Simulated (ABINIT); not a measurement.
**Quasiparticle gap of Cs2AgSbBr6 (Fm-3m) in ABINIT**

Wanted: ground state, empty states, screening and self-energy for Cs2AgSbBr6 (Fm-3m).

Method: PBEsol and many-body steps on it, plane waves, in ABINIT 10.8.3.

**What was measured.**

- Gap 2.18 eV: indirect optical gap from Tauc plot; photothermal deflection spectroscopy; film (solution-processed film on quartz, about 200 nm thick) (“Bandgap Lowering in Mixed Alloys of Cs2Ag(SbxBi1-x)Br6 Double Perovskite Thin Films”, 2020, arxiv:2007.00388).

**1. Set-up**

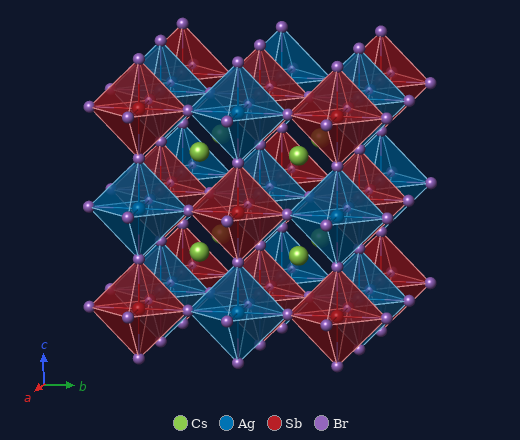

Start, viewed slightly off an axis; caesium green, silver blue, antimony red, bromine purple. This picture shows the conventional cell, with its axes. Some periodic images of atoms are drawn too.

Coordinates:

```cif
data_structure
_symmetry_space_group_name_H-M 'P 1'
_symmetry_Int_Tables_number 1
_cell_length_a 8.0458
_cell_length_b 8.0458
_cell_length_c 8.0458
_cell_angle_alpha 60.000
_cell_angle_beta 60.000
_cell_angle_gamma 60.000
_cell_volume 368.29
loop_
_atom_site_label
_atom_site_type_symbol
_atom_site_fract_x
_atom_site_fract_y
_atom_site_fract_z
_atom_site_occupancy
Cs1 Cs 0.75000 0.75000 0.75000 1
Cs2 Cs 0.25000 0.25000 0.25000 1
Ag3 Ag 0.50000 0.50000 0.50000 1
Sb4 Sb 0.00000 0.00000 0.00000 1
Br5 Br 0.75155 0.24845 0.24845 1
Br6 Br 0.24845 0.24845 0.75155 1
Br7 Br 0.24845 0.75155 0.75155 1
Br8 Br 0.24845 0.75155 0.24845 1
Br9 Br 0.75155 0.24845 0.75155 1
Br10 Br 0.75155 0.75155 0.24845 1
```

The cell and positions are those that the Materials Project relaxed with its own functionals (PBE, PBE+U or r2SCAN), kept fixed. Spin-orbit coupling is left out unless a step names it.

**2. Ground state**

This step: ABINIT 10.8.3; DFT, PBEsol, plane waves, norm-conserving pseudopotentials.

The ground-state density comes first.

The input, run.abi:

```
acell 3*1.0 Angstrom
rprim 
  0.000000000000 5.689253000000 5.689253000000
  5.689253000000 0.000000000000 5.689253000000
  5.689253000000 5.689253000000 0.000000000000
ntypat 4
znucl 55 47 51 35
natom 10
typat 1 1 2 3 4 4 4 4 4 4
xred 
  0.750000000000 0.750000000000 0.750000000000
  0.250000000000 0.250000000000 0.250000000000
  0.500000000000 0.500000000000 0.500000000000
  0.000000000000 0.000000000000 0.000000000000
  0.751554000000 0.248446000000 0.248446000000
  0.248446000000 0.248446000000 0.751554000000
  0.248446000000 0.751554000000 0.751554000000
  0.248446000000 0.751554000000 0.248446000000
  0.751554000000 0.248446000000 0.751554000000
  0.751554000000 0.751554000000 0.248446000000
pp_dirpath "pseudos"
pseudos "Cs.upf, Ag.upf, Sb.upf, Br.upf"
ecut 40
ngkpt 4 4 4
nshiftk 1
shiftk 0 0 0
kptopt 1
chksymbreak 0
nband 90
occopt 1
tolvrs 1e-08
nstep 60
prtwf 0
optforces 0
optstress 0
indata_prefix "in"
outdata_prefix "out"
tmpdata_prefix "tmp"
```

Started as:

```sh
> OMP_NUM_THREADS=1 mpirun -n 4 abinit run.abi > log
```

Numbers of over 12 decimals in the logs are rounded to 6 here.

Log:

```text
.Version 10.8.3 of ABINIT. v10.8.2 released Aug 2026.

 Symmetries : space group Fm -3 m (#225); Bravais cF (face-center cubic)
================================================================================
 Values of the parameters that define the memory need of the present run
     intxc =       0    ionmov =       0      iscf =       7    lmnmax =       8
     lnmax =       8     mgfft =      90  mpssoang =       4    mqgrid =    3535
     natom =      10  nloc_mem =       1    nspden =       1   nspinor =       1
    nsppol =       1      nsym =      48    n1xccc =    2501    ntypat =       4
    occopt =       1   xclevel =       2
-    mband =          90        mffmem =           1         mkmem =           2
       mpw =       30050          nfft =      729000          nkpt =           8
================================================================================
  Rough estimation (10% accuracy) of disk space for files :
================================================================================

--------------------------------------------------------------------------------
------------- Echo of variables that govern the present computation ------------
--------------------------------------------------------------------------------
 -outvars: echo values of preprocessed input variables --------
            acell      1.8897261259E+00  1.8897261259E+00  1.8897261259E+00 Bohr

      chksymbreak           0
             ecut      4.00000000E+01 Hartree
-          fftalg         312

              ixc     -116133
              kpt      0.00000000E+00  0.00000000E+00  0.00000000E+00
                       2.50000000E-01  0.00000000E+00  0.00000000E+00
                       5.00000000E-01  0.00000000E+00  0.00000000E+00
                       2.50000000E-01  2.50000000E-01  0.00000000E+00
                       5.00000000E-01  2.50000000E-01  0.00000000E+00
                      -2.50000000E-01  2.50000000E-01  0.00000000E+00
                       5.00000000E-01  5.00000000E-01  0.00000000E+00
                      -2.50000000E-01  5.00000000E-01  2.50000000E-01
         kptrlatt        4    0    0      0    4    0      0    0    4
          kptrlen      6.08175756E+01
P           mkmem           2
            natom          10
            nband          90
            ngfft          90      90      90
             nkpt           8
            nstep          60
             nsym          48
           ntypat           4
              occ      2.000000  2.000000  2.000000  2.000000  2.000000  2.000000
                       2.000000  2.000000  2.000000  2.000000  2.000000  2.000000
                       2.000000  2.000000  2.000000  2.000000  2.000000  2.000000
                       2.000000  2.000000  2.000000  2.000000  2.000000  2.000000
                       2.000000  2.000000  2.000000  2.000000  2.000000  2.000000
                       2.000000  2.000000  2.000000  2.000000  2.000000  2.000000
                       2.000000  2.000000  2.000000  2.000000  2.000000  2.000000
                       2.000000  2.000000  2.000000  2.000000  2.000000  2.000000
                       2.000000  2.000000  2.000000  2.000000  2.000000  2.000000
                       2.000000  2.000000  2.000000  2.000000  2.000000  2.000000
                       2.000000  2.000000  2.000000  2.000000  2.000000  2.000000
                       2.000000  2.000000  2.000000  2.000000  2.000000  2.000000
                       2.000000  2.000000  2.000000  2.000000  2.000000  2.000000
                       2.000000  2.000000  2.000000  0.000000  0.000000  0.000000
                       0.000000  0.000000  0.000000  0.000000  0.000000  0.000000
        optforces           0
        optstress           0
            prtwf           0
            rprim      0.0000000000E+00  5.6892530000E+00  5.6892530000E+00
                       5.6892530000E+00  0.0000000000E+00  5.6892530000E+00
                       5.6892530000E+00  5.6892530000E+00  0.0000000000E+00
          spgroup         225

           tolvrs      1.00000000E-08

             xred      7.5000000000E-01  7.5000000000E-01  7.5000000000E-01
                       2.5000000000E-01  2.5000000000E-01  2.5000000000E-01
[...]
znucl       55.00000   47.00000   51.00000   35.00000

================================================================================

 chkinp: Checking input parameters for consistency.

================================================================================
== DATASET  1 ==================================================================
-   mpi_nproc: 4, omp_nthreads: 1 (-1 if OMP is not activated)

--- !DatasetInfo
iteration_state: {dtset: 1, }
dimensions: {natom: 10, nkpt: 8, mband: 90, nsppol: 1, nspinor: 1, nspden: 1, mpw: 30050, }
cutoff_energies: {ecut:  40.0, pawecutdg:  -1.0, }
electrons: {nelect:   1.62000000E+02, charge:   0.00000000E+00, occopt:   1.00000000E+00, tsmear:   1.00000000E-02, }

 Real(R)+Recip(G) space primitive vectors, cartesian coordinates (Bohr,Bohr^-1):
 R(1)=  0.0000000 10.7511300 10.7511300  G(1)= -0.0465067  0.0465067  0.0465067
 R(2)= 10.7511300  0.0000000 10.7511300  G(2)=  0.0465067 -0.0465067  0.0465067
 R(3)= 10.7511300 10.7511300  0.0000000  G(3)=  0.0465067  0.0465067 -0.0465067
 Unit cell volume ucvol=  2.4853774E+03 bohr^3
[...]
ETOT  1  -1249.0274532162    -1.249E+03 1.964E+00 1.283E+05
 ETOT  2  -1257.4310496563    -8.404E+00 1.984E-01 1.615E+05
 ETOT  3  -1265.0657803237    -7.635E+00 4.504E-02 2.930E+04
 ETOT  4  -1265.9922966559    -9.265E-01 9.295E-03 1.140E+04
 ETOT  5  -1266.3089553937    -3.167E-01 1.333E-02 4.102E+03
 ETOT  6  -1266.4371038417    -1.281E-01 6.739E-03 1.327E+03
 ETOT  7  -1266.4738884070    -3.678E-02 3.561E-03 4.242E+02
 ETOT  8  -1266.4929095615    -1.902E-02 4.087E-03 1.433E+01
 ETOT  9  -1266.4930084607    -9.890E-05 1.612E-03 8.252E+00
 ETOT 10  -1266.4934417598    -4.333E-04 7.962E-04 1.381E-02
 ETOT 11  -1266.4934429032    -1.143E-06 5.373E-04 6.049E-04
 ETOT 12  -1266.4934430033    -1.001E-07 5.176E-04 1.461E-05
 ETOT 13  -1266.4934430062    -2.868E-09 3.797E-04 2.537E-05
 ETOT 14  -1266.4934430089    -2.702E-09 2.825E-04 5.653E-06
 ETOT 15  -1266.4934430096    -6.994E-10 1.565E-04 2.271E-07
 ETOT 16  -1266.4934430095     6.753E-11 1.048E-04 1.620E-08
 ETOT 17  -1266.4934430094     1.749E-10 5.267E-05 6.906E-09

 At SCF step   17       vres2   =  6.91E-09 < tolvrs=  1.00E-08 =>converged.

--- !ResultsGS
iteration_state: {dtset: 1, }
comment   : Summary of ground state results
lattice_vectors:
- [  0.0000000,  10.7511300,  10.7511300, ]
- [ 10.7511300,   0.0000000,  10.7511300, ]
- [ 10.7511300,  10.7511300,   0.0000000, ]
lattice_lengths: [  15.20439,   15.20439,   15.20439, ]
lattice_angles: [ 60.000,  60.000,  60.000, ] # degrees, (23, 13, 12)
lattice_volume:   2.4853774E+03
convergence: {deltae:  1.749E-10, res2:  6.906E-09, residm:  5.267E-05, diffor:  0.000E+00, }
etotal    :  -1.26649344E+03
entropy   :   0.00000000E+00
fermie    :   7.21535827E-02
cartesian_stress_tensor: null
pressure_GPa: null
xred      :
- [  7.5000E-01,   7.5000E-01,   7.5000E-01, Cs]
- [  2.5000E-01,   2.5000E-01,   2.5000E-01, Cs]
- [  5.0000E-01,   5.0000E-01,   5.0000E-01, Ag]
- [  0.0000E+00,   0.0000E+00,   0.0000E+00, Sb]
- [  7.5155E-01,   2.4845E-01,   2.4845E-01, Br]
- [  2.4845E-01,   2.4845E-01,   7.5155E-01, Br]
- [  2.4845E-01,   7.5155E-01,   7.5155E-01, Br]
- [  2.4845E-01,   7.5155E-01,   2.4845E-01, Br]
- [  7.5155E-01,   2.4845E-01,   7.5155E-01, Br]
- [  7.5155E-01,   7.5155E-01,   2.4845E-01, Br]
cartesian_forces: null
force_length_stats: {min: null, max: null, mean: null, }

 Integrated electronic density in atomic spheres:
 ------------------------------------------------
 Atom  Sphere_radius  Integrated_density
[...]
================================================================================

 ----iterations are completed or convergence reached----

 Mean square residual over all n,k,spin=   19.939E-08; max=  52.671E-06
 reduced coordinates (array xred) for   10 atoms
[...]
0.248446000000      0.248446000000      0.751554000000
       0.248446000000      0.751554000000      0.751554000000
       0.248446000000      0.751554000000      0.248446000000
       0.751554000000      0.248446000000      0.751554000000
       0.751554000000      0.751554000000      0.248446000000
 rms dE/dt=  0.0000E+00; max dE/dt=  0.0000E+00; dE/dt below (all hartree)
    1       0.000000000000      0.000000000000      0.000000000000
    2       0.000000000000      0.000000000000      0.000000000000
    3       0.000000000000      0.000000000000      0.000000000000
    4       0.000000000000      0.000000000000      0.000000000000
    5       0.000000000000      0.000000000000      0.000000000000
    6       0.000000000000      0.000000000000      0.000000000000
    7       0.000000000000      0.000000000000      0.000000000000
    8       0.000000000000      0.000000000000      0.000000000000
    9       0.000000000000      0.000000000000      0.000000000000
   10       0.000000000000      0.000000000000      0.000000000000

 cartesian coordinates (angstrom) at end:
[...]
6      5.689253     5.689253     2.826944
    7      8.551562     5.689253     5.689253
    8      5.689253     2.826944     5.689253
    9      5.689253     8.551562     5.689253
   10      5.689253     5.689253     8.551562
 length scales=  1.889726125908  1.889726125908  1.889726125908 bohr
              =  1.000000000000  1.000000000000  1.000000000000 angstroms
 prteigrs : about to open file out_EIG
 Fermi (or HOMO) energy (hartree) =   0.07215   Average Vxc (hartree)=  -0.31366
 Eigenvalues (hartree) for nkpt=   8  k points:
 kpt#   1, nband= 90, wtk=  0.01563, kpt=  0.0000  0.0000  0.0000 (reduced coord)
  -5.24614   -3.51902   -3.51902   -3.51902   -3.24974   -2.14563   -2.14563   -2.14563
  -2.14563   -2.14563   -2.14563   -2.14352   -2.14352   -2.14352   -2.14352   -2.14352
  -2.14352   -2.14352   -2.14352   -2.14352   -2.14351   -2.14351   -2.14351   -2.13745
  -2.13745   -2.13745   -2.13745   -2.13745   -2.13745   -2.13743   -2.13743   -2.13743
  -2.13743   -2.13743   -2.13743   -1.90976   -1.90976   -1.90976   -1.01270   -1.01270
  -1.01251   -1.01251   -1.01251   -0.69348   -0.69329   -0.46719   -0.44961   -0.44961
  -0.44961   -0.44359   -0.44359   -0.26536   -0.21030   -0.21030   -0.21030   -0.20821
  -0.20821   -0.20821   -0.08614   -0.08614   -0.08614   -0.06743   -0.06743   -0.04938
  -0.04938   -0.04938   -0.02796   -0.00837   -0.00837   -0.00837    0.00515    0.00515
   0.00515    0.01145    0.01145    0.01145    0.02629    0.02629    0.02629    0.03699
   0.03699    0.14148    0.14148    0.14148    0.19657    0.23551    0.23551    0.24422
   0.25659    0.26493
 prteigrs : prtvol=0 or 1, do not print more k-points.

--- !EnergyTerms
iteration_state     : {dtset: 1, }
comment             : Components of total free energy in Hartree
kinetic             :  6.24292424638744E+02
hartree             :  4.86333668446250E+02
xc                  : -2.03321609993708E+02
Ewald energy        : -5.57781078069507E+02
psp_core            :  1.88420763579303E+01
local_psp           : -1.29896216981409E+03
non_local_psp       : -3.35896754574977E+02
total_energy        : -1.26649344300936E+03
total_energy_eV     : -3.44630422557300E+04
band_energy         : -2.00292392701459E+02

== END DATASET(S) ==============================================================
================================================================================

 -outvars: echo values of variables after computation  --------
           etotal     -1.2664934430E+03
            nband          90
             nkpt           8
          spgroup         225
 [... the other variables as echoed above ...]

 Calculation completed.
```

Elapsed: 10 min, on 4 MPI ranks of Arm Neoverse V2, shared host; peak memory 1.5 GiB.

This step gave:

```yaml
total_energy: -34463.0423 eV
gap: 0.8123 eV
k_of_the_valence_top: 0.5, 0.5, 0
k_of_the_conduction_bottom: 0.5, 0, 0
least_direct_gap: 1.965 eV
```

The gap is indirect, with the least direct gap 1.15 eV higher.

(Continued in part 2 of 3.)

[Paths, hosts, dates, memory and timing lines, banners, echoed tables and standing remarks are left out of the program output.]

[Logs are printed without paths, hosts, clocks, repeated set-up lines and the standing remarks that a program may print on its own settings, such as how far it seeks lower states.]

[Runs of the session that timed out or met a known fault of the program may be left out.]

[Hosts, paths, dates, database ids (printed as entryN), source tags and the programs' standing remarks are cut or masked in the printed files.]

[G0W0 gaps are taken among the corrected bands and points alone; a level outside them can change the order at an edge.]

[Where Ansatz stands beside ABINIT at settings called matched, ABINIT's density can come from a denser mesh and the files from another edition; pairs whose starting gaps differed by over 0.03 eV were left out, so agreement reads better than it is.]
